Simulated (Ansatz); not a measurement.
Consider Tl2NiF6 (started from the K2PtCl6 type) (Fm-3m).

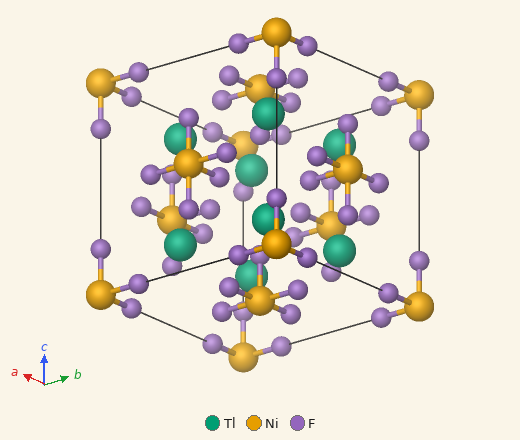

The structure (thallium teal, nickel orange, fluorine purple). Some periodic images of atoms are drawn too.

The structure was built from a prototype and need not be the compound's stable phase.

The structure is cubic, space group Fm-3m (No. 225). Conventional cell: a = 8.173 Å, b = 8.173 Å, c = 8.173 Å, α = 90.00°, β = 90.00°, γ = 90.00°. Tl has 12 F at 2.90 Å nearest. Nearest to Ni lie 6 F at 1.76 Å. Nearest to F lie 1 Ni at 1.76 Å. Farther neighbours and most contacts between anions are not listed.

```
Tl Ni F
1.0
     4.08669    0.00000    4.08669
     4.08669    4.08669    0.00000
     0.00000    4.08669    4.08669
Tl Ni F
2 1 6
Cartesian
  2.0433 2.0433 2.0433
  6.1300 6.1300 6.1300
  0.0000 0.0000 0.0000
  1.7645 4.0867 4.0867
  6.4088 4.0867 4.0867
  4.0867 4.0867 1.7645
  4.0867 4.0867 6.4088
  4.0867 1.7645 4.0867
  4.0867 6.4088 4.0867
```

The structure was relaxed with LDA. The structure type comes from a generator and need not be one that this composition takes. The structure was generated from a model, not taken from a measurement. The runs that relaxed it are not among those shown. The program's search for lower electronic states was switched off, so nothing shows that the state found is the lowest. Spin-orbit coupling is left out unless a run names it. PAW set soft_2, made with PBE.

A constrained-RPA run (Ansatz 0.2.0; non-magnetic LDA; Ni eg, bands c1 to c2, 4×4×4 mesh, medium accuracy) builds 2 functions on bands 0.41 eV wide, with 0.0 electrons in the window. The bare on-site interaction is 15.7 eV and the bare J 0.83 eV.

**Question.** Estimate U, U′ and J.

On the Ni eg shell, U = 4.34 eV (28 % of the bare value), U′ = 3.41 eV, J = 0.46 eV.

The parent state is non-magnetic and the interaction static (zero frequency); U depends on the window and the orbitals, so it belongs to this model alone. Spin-orbit coupling, which is strong for atoms this heavy, is left out.

[Paths, hosts, dates, memory and timing lines, banners, echoed tables and standing remarks are left out of the program output.]

[Logs are printed without paths, hosts, clocks, repeated set-up lines and the standing remarks that a program may print on its own settings, such as how far it seeks lower states.]

[Runs of the session that timed out or met a known fault of the program may be left out.]

[Hosts, paths, dates, database ids (printed as entryN), source tags and the programs' standing remarks are cut or masked in the printed files.]
